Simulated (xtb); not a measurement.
**Geometry relaxation of CH₄F₂SSn (part 3 of 3)**

The same run, continued: CH₄F₂SSn, SMILES [CH3][Sn]([F])([F])[SH]; GFN2-xTB (xtb 6.7.1 later snapshot). The geometry comes from this level: PBE0-D4/def2-TZVP.

Geometry of the input (Å):
```
C  -1.0134  -0.8754  -0.8662
Sn 0.4793  0.1248  0.2395
F  1.1757  -1.0373  1.5891
F  2.0331  0.3789  -0.8460
S  -0.0301  2.1986  1.2640
H  -0.5770  -1.7898  -1.2656
H  -1.8474  -1.1154  -0.2086
H  -1.3487  -0.2346  -1.6803
H  1.2169  2.3038  1.7571
```

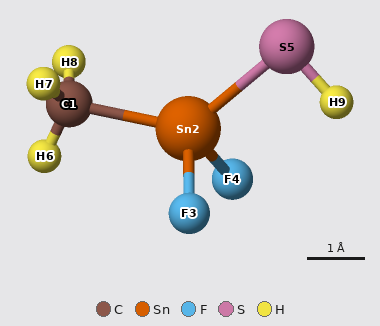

Figure 1. The geometry at step 6 of the log (ball-and-stick view, seen at a tilt; atoms are numbered from 1 in the order of the input).

## The program's output, continued
```
   *** convergence criteria satisfied after 3 iterations ***

         #    Occupation            Energy/Eh            Energy/eV
      -------------------------------------------------------------
         1        2.0000           -0.8700020             -23.6740
       ...           ...                  ...                  ...
        10        2.0000           -0.4801705             -13.0661
        11        2.0000           -0.4769346             -12.9781
        12        2.0000           -0.4691312             -12.7657
        13        2.0000           -0.4638681             -12.6225
        14        2.0000           -0.4628056             -12.5936
        15        2.0000           -0.4499648             -12.2442
        16        2.0000           -0.4139991             -11.2655 (HOMO)
        17                         -0.3399385              -9.2502 (LUMO)
        18                         -0.1805930              -4.9142
        19                         -0.1431458              -3.8952
        20                         -0.1246415              -3.3917
        21                         -0.0877742              -2.3885
       ...                                ...                  ...
        34                          0.7163228              19.4921
      -------------------------------------------------------------
                  HL-Gap            0.0740606 Eh            2.0153 eV
             Fermi-level           -0.3769688 Eh          -10.2578 eV

 SCC (total)                   0 d,  0 h,  0 min,  0.005 sec
 SCC setup                      ...        0 min,  0.000 sec (  1.243%)
 Dispersion                     ...        0 min,  0.000 sec (  0.508%)
 classical contributions        ...        0 min,  0.000 sec (  0.179%)
 integral evaluation            ...        0 min,  0.001 sec ( 20.844%)
 iterations                     ...        0 min,  0.002 sec ( 31.763%)
 molecular gradient             ...        0 min,  0.002 sec ( 42.653%)
 printout                       ...        0 min,  0.000 sec (  2.502%)

         :::::::::::::::::::::::::::::::::::::::::::::::::::::
         ::                     SUMMARY                     ::
         :::::::::::::::::::::::::::::::::::::::::::::::::::::
         :: total energy             -19.056057235373 Eh    ::
         :: gradient norm              0.000090403096 Eh/a0 ::
         :: HOMO-LUMO gap              2.015291393048 eV    ::
         ::.................................................::
         :: SCC energy               -19.126042795315 Eh    ::
         :: -> isotropic ES            0.027236449085 Eh    ::
         :: -> anisotropic ES          0.000400688922 Eh    ::
         :: -> anisotropic XC          0.005295459650 Eh    ::
         :: -> dispersion             -0.005312898906 Eh    ::
         :: repulsion energy           0.069985559942 Eh    ::
         :: add. restraining           0.000000000000 Eh    ::
         :: total charge              -0.000000000000 e     ::
         :::::::::::::::::::::::::::::::::::::::::::::::::::::

           -------------------------------------------------
          |                Property Printout                |
           -------------------------------------------------

    * Orbital Energies and Occupations

         #    Occupation            Energy/Eh            Energy/eV
      -------------------------------------------------------------
         1        2.0000           -0.8700020             -23.6740
       ...           ...                  ...                  ...
         4        2.0000           -0.7204640             -19.6048
         5        2.0000           -0.6349544             -17.2780
         6        2.0000           -0.5350375             -14.5591
         7        2.0000           -0.5324058             -14.4875
         8        2.0000           -0.5159778             -14.0405
         9        2.0000           -0.4817866             -13.1101
        10        2.0000           -0.4801705             -13.0661
        11        2.0000           -0.4769346             -12.9781
        12        2.0000           -0.4691312             -12.7657
        13        2.0000           -0.4638681             -12.6225
        14        2.0000           -0.4628056             -12.5936
        15        2.0000           -0.4499648             -12.2442
        16        2.0000           -0.4139991             -11.2655 (HOMO)
        17                         -0.3399385              -9.2502 (LUMO)
        18                         -0.1805930              -4.9142
        19                         -0.1431458              -3.8952
        20                         -0.1246415              -3.3917
        21                         -0.0877742              -2.3885
        22                         -0.0724066              -1.9703
        23                         -0.0562147              -1.5297
        24                         -0.0212892              -0.5793
        25                          0.0069838               0.1900
        26                          0.0112810               0.3070
        27                          0.0232844               0.6336
       ...                                ...                  ...
        34                          0.7163228              19.4921
      -------------------------------------------------------------
                  HL-Gap            0.0740606 Eh            2.0153 eV
             Fermi-level           -0.3769688 Eh          -10.2578 eV

     #   Z          covCN         q      C6AA      α(0)
     1   6          3.643    -0.129    23.367     6.949
     2  50          3.156     0.511   350.689    36.261
     3   9          0.704    -0.334    12.723     4.212
     4   9          0.704    -0.334    12.723     4.212
     5  16          1.802    -0.205   149.759    20.598
     6   1          0.926     0.107     1.723     2.053
     7   1          0.926     0.091     1.867     2.137
     8   1          0.926     0.091     1.871     2.139
     9   1          0.923     0.201     1.092     1.634

 Mol. C6AA /au·bohr⁶  :       2253.493355
 Mol. C8AA /au·bohr⁸  :     133621.445048
 Mol. α(0) /au        :         80.194081

Wiberg/Mayer (AO) data.
largest (>0.10) Wiberg bond orders for each atom

 ---------------------------------------------------------------------------
     #   Z sym  total        # sym  WBO       # sym  WBO       # sym  WBO
 ---------------------------------------------------------------------------
     1   6      3.975 --     8      0.966     7      0.966     6      0.959
                             2      0.521     5      0.297     3      0.133
                             4      0.133
     2  50      2.981 --     4      0.818     3      0.818     5      0.711
                             1      0.521
     3   9      1.125 --     2      0.818     1      0.133     5      0.116
     4   9      1.125 --     2      0.818     1      0.133     5      0.116
     5  16      2.163 --     9      0.916     2      0.711     1      0.297
                             3      0.116     4      0.116
     6   1      0.988 --     1      0.959
     7   1      0.992 --     1      0.966
     8   1      0.992 --     1      0.966
     9   1      0.959 --     5      0.916
 ---------------------------------------------------------------------------

Topologies differ in total number of bonds
Writing topology from bond orders to xtbtopo.mol

molecular dipole:
                 x           y           z       tot (Debye)
 q only:       -1.523       0.103      -0.476
   full:       -1.800      -0.048      -0.662       4.877
molecular quadrupole (traceless):
                xx          xy          yy          xz          yz          zz
 q only:       -2.112       4.797       2.356       3.822       5.984      -0.245
  q+dip:       -1.300       5.933       0.963       4.451       5.054       0.337
   full:       -0.755       5.846       1.059       5.050       5.836      -0.304

           -------------------------------------------------
          |                Geometry Summary                 |
           -------------------------------------------------

      molecular mass/u    :      204.8142052
   center of mass at/Å    :        0.4397869       0.3876239       0.3774939
  moments of inertia/u·Å² :        0.1870027E+03   0.3235187E+03   0.3279500E+03
rotational constants/cm⁻¹ :        0.9014645E-01   0.5210714E-01   0.5140306E-01

 * 5 selected distances

     #   Z          #   Z                                           value/Å
     2  50          5  16                                         2.4174048 (max)
     1   6          6   1                                         1.0837079
     1   6          7   1                                         1.0831339
     1   6          8   1                                         1.0831263 (min)
     5  16          9   1                                         1.3301340

 * 3 distinct bonds (by element types)

   Z      Z             #   av. dist./Å        max./Å        min./Å
   1 H    6 C           3     1.0833227     1.0837079     1.0831263
   1 H   16 S           1     1.3301340     1.3301340     1.3301340
  16 S   50 Sn          1     2.4174048     2.4174048     2.4174048

optimized geometry written to: xtbopt.xyz

           -------------------------------------------------
          | TOTAL ENERGY              -19.056057235373 Eh   |
          | GRADIENT NORM               0.000090403096 Eh/α |
          | HOMO-LUMO GAP               2.015291393048 eV   |
           -------------------------------------------------

------------------------------------------------------------------------
------------------------------------------------------------------------
 total:
 *  cpu-time:     0 d,  0 h,  0 min,  0.111 sec
 * ratio c/w:     0.999 speedup
 SCF:
 *  cpu-time:     0 d,  0 h,  0 min,  0.010 sec
 * ratio c/w:     0.999 speedup
 ANC optimizer:
 *  cpu-time:     0 d,  0 h,  0 min,  0.091 sec
 * ratio c/w:     0.999 speedup
```

## File xtbopt.xyz
```
9
 energy: -19.056057235373 gnorm: 0.000090403096 xtb: 6.7.1
C           -1.07013000805895       -0.97081983803749       -0.94161592975743
Sn           0.35962663502209        0.22629058791174        0.25578758976690
F            1.09135912540295       -0.99474906713164        1.66121559635555
F            1.98602514712454        0.48015406454111       -0.88093372026570
S            0.13097011280061        2.34223008147440        1.40224340038412
H           -0.51860200016855       -1.84140437083256       -1.27676075699557
H           -1.89081270949793       -1.23975633141552       -0.28790969118267
H           -1.39267368922478       -0.35317247958406       -1.77085634382265
H            1.39263738659995        2.30482735307395        1.82182985551737
```

## Trajectory as extended XYZ (Å, eV, eV/Å), 12 frames, from step=0 to step=11
```
9
Properties=species:S:1:pos:R:3 step=0 energy=-518.41158
C    -1.0134   -0.8754   -0.8662
Sn    0.4793    0.1248    0.2395
F     1.1757   -1.0373    1.5891
F     2.0331    0.3789   -0.8460
S    -0.0301    2.1986    1.2640
H    -0.5770   -1.7898   -1.2656
H    -1.8474   -1.1154   -0.2086
H    -1.3487   -0.2346   -1.6803
H     1.2169    2.3038    1.7571
9
Properties=species:S:1:pos:R:3 step=1 energy=-518.49069
C    -1.0362   -0.9234   -0.9021
Sn    0.4529    0.1460    0.2425
F     1.1907   -1.0314    1.5935
F     2.0459    0.3810   -0.8359
S     0.0164    2.2492    1.3098
H    -0.6121   -1.8387   -1.3065
H    -1.8592   -1.1416   -0.2269
H    -1.3595   -0.2596   -1.6995
H     1.2495    2.3721    1.8081
9
Properties=species:S:1:pos:R:3 step=2 energy=-518.52735
C    -1.0720   -0.9401   -0.9244
Sn    0.4322    0.1796    0.2546
F     1.2045   -1.0243    1.6173
F     2.0669    0.3995   -0.8328
S     0.0393    2.2976    1.3462
H    -0.5874   -1.8358   -1.2963
H    -1.8895   -1.1757   -0.2540
H    -1.3894   -0.2916   -1.7318
H     1.2839    2.3443    1.8042
9
Properties=species:S:1:pos:R:3 step=3 energy=-518.53245
C    -1.0917   -0.9583   -0.9419
Sn    0.4027    0.1752    0.2417
F     1.1886   -1.0080    1.6434
F     2.0614    0.4333   -0.8373
S     0.0853    2.2988    1.3628
H    -0.5728   -1.8429   -1.2954
H    -1.9040   -1.1997   -0.2688
H    -1.4026   -0.3125   -1.7526
H     1.3215    2.3677    1.8312
9
Properties=species:S:1:pos:R:3 step=4 energy=-518.53805
C    -1.0818   -0.9626   -0.9409
Sn    0.3949    0.1958    0.2510
F     1.1659   -1.0049    1.6530
F     2.0463    0.4490   -0.8493
S     0.0866    2.3132    1.3714
H    -0.5690   -1.8479   -1.2970
H    -1.8963   -1.2051   -0.2706
H    -1.3956   -0.3188   -1.7525
H     1.3375    2.3348    1.8179
9
Properties=species:S:1:pos:R:3 step=5 energy=-518.53992
C    -1.0758   -0.9641   -0.9396
Sn    0.3891    0.2033    0.2532
F     1.1382   -1.0030    1.6643
F     2.0283    0.4665   -0.8655
S     0.0957    2.3258    1.3818
H    -0.5553   -1.8469   -1.2917
H    -1.8941   -1.2150   -0.2759
H    -1.3939   -0.3292   -1.7574
H     1.3561    2.3162    1.8139
9
Properties=species:S:1:pos:R:3 step=6 energy=-518.54093
C    -1.0710   -0.9649   -0.9384
Sn    0.3816    0.2114    0.2552
F     1.1134   -1.0036    1.6688
F     2.0101    0.4765   -0.8797
S     0.1097    2.3254    1.3862
H    -0.5413   -1.8449   -1.2858
H    -1.8919   -1.2232   -0.2799
H    -1.3922   -0.3375   -1.7615
H     1.3698    2.3145    1.8180
9
Properties=species:S:1:pos:R:3 step=7 energy=-518.54137
C    -1.0696   -0.9670   -0.9392
Sn    0.3745    0.2143    0.2543
F     1.1032   -1.0037    1.6666
F     2.0006    0.4774   -0.8839
S     0.1167    2.3307    1.3917
H    -0.5334   -1.8445   -1.2829
H    -1.8900   -1.2276   -0.2811
H    -1.3903   -0.3414   -1.7636
H     1.3766    2.3155    1.8211
9
Properties=species:S:1:pos:R:3 step=8 energy=-518.54161
C    -1.0695   -0.9685   -0.9400
Sn    0.3667    0.2200    0.2548
F     1.0961   -1.0023    1.6615
F     1.9921    0.4758   -0.8845
S     0.1235    2.3373    1.3977
H    -0.5240   -1.8423   -1.2786
H    -1.8897   -1.2333   -0.2839
H    -1.3904   -0.3469   -1.7669
H     1.3835    2.3139    1.8230
9
Properties=species:S:1:pos:R:3 step=9 energy=-518.54171
C    -1.0698   -0.9696   -0.9408
Sn    0.3625    0.2241    0.2557
F     1.0938   -0.9986    1.6603
F     1.9886    0.4772   -0.8822
S     0.1274    2.3405    1.4005
H    -0.5205   -1.8413   -1.2769
H    -1.8904   -1.2370   -0.2863
H    -1.3916   -0.3507   -1.7693
H     1.3885    2.3089    1.8221
9
Properties=species:S:1:pos:R:3 step=10 energy=-518.54173
C    -1.0703   -0.9704   -0.9414
Sn    0.3604    0.2257    0.2557
F     1.0923   -0.9956    1.6608
F     1.9869    0.4793   -0.8810
S     0.1300    2.3416    1.4019
H    -0.5188   -1.8411   -1.2764
H    -1.8912   -1.2392   -0.2877
H    -1.3926   -0.3526   -1.7706
H     1.3916    2.3058    1.8218
9
Properties=species:S:1:pos:R:3 step=11 energy=-518.54173
C    -1.0701   -0.9708   -0.9416
Sn    0.3596    0.2263    0.2558
F     1.0914   -0.9948    1.6612
F     1.9860    0.4802   -0.8809
S     0.1310    2.3422    1.4022
H    -0.5186   -1.8414   -1.2768
H    -1.8908   -1.2398   -0.2879
H    -1.3927   -0.3532   -1.7709
H     1.3926    2.3048    1.8218
```

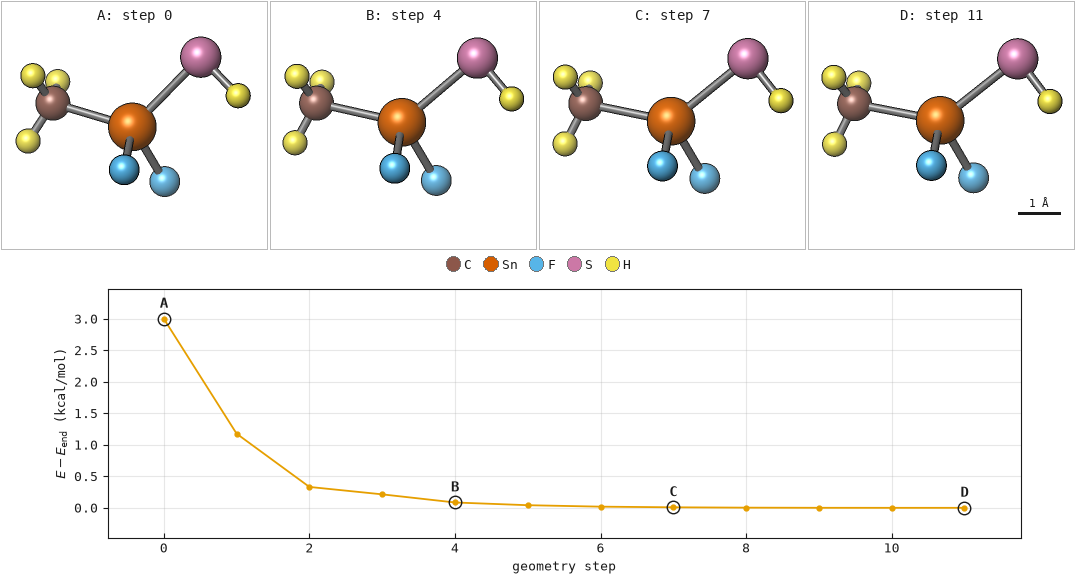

Figure 2. Frames of the relaxation (ball-and-stick view, seen at a tilt) above the curves, on which the letters mark them (steps are counted from 0).

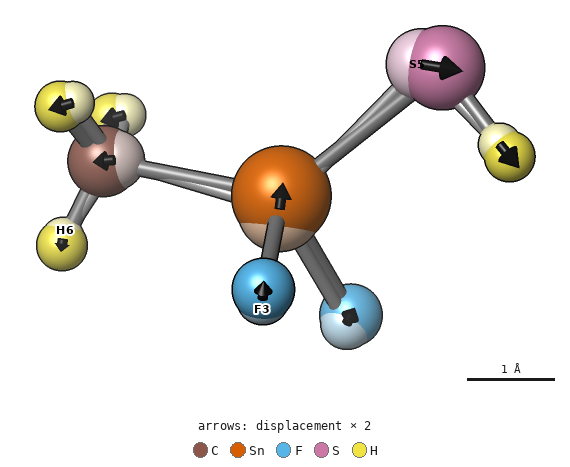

Figure 3. Start (faint) and end (solid) with the displacements as black arrows, magnified 2 times (ball-and-stick view, seen at a tilt). The two geometries are laid on each other by the best rigid fit. The energy falls by 3.00 kcal/mol in 11 geometry steps. The largest move after the best rigid fit is that of S5, 0.26 Å. Largest moves by element: S 0.26 Å, H 0.19 Å, Sn 0.16 Å, C 0.13 Å, F 0.12 Å. Distances before and after: C1–Sn2 2.110 → 2.216 Å, Sn2–F3 1.912 → 2.000 Å, Sn2–S5 2.368 → 2.417 Å, S5–H9 1.345 → 1.330 Å. Among the angles that change: C1–Sn2–S5 119.3° → 131.9°, F3–Sn2–S5 107.8° → 103.6°, C1–Sn2–F3 109.8° → 106.6°. (Atoms are counted from 1 in the order of the input.)

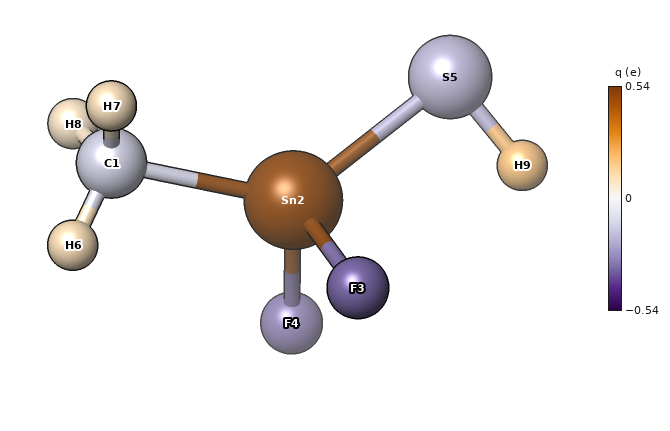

Figure 4. Mulliken charges, as the colour of each atom (ball-and-stick view, seen at a tilt; atoms are numbered from 1 in the order of the input). By element: C −0.13, Sn +0.51, F −0.33, S −0.20 and H +0.09 to +0.20 e.

## Results in brief

```tsv
quantity	value
outcome	converged
electrons treated	32
total energy	−19.056057 hartree
dispersion energy	−0.005313 hartree
basis functions	36
HOMO	−11.27 eV
LUMO	−9.25 eV
dipole moment	4.88 D
peak memory	0.073 GiB
```
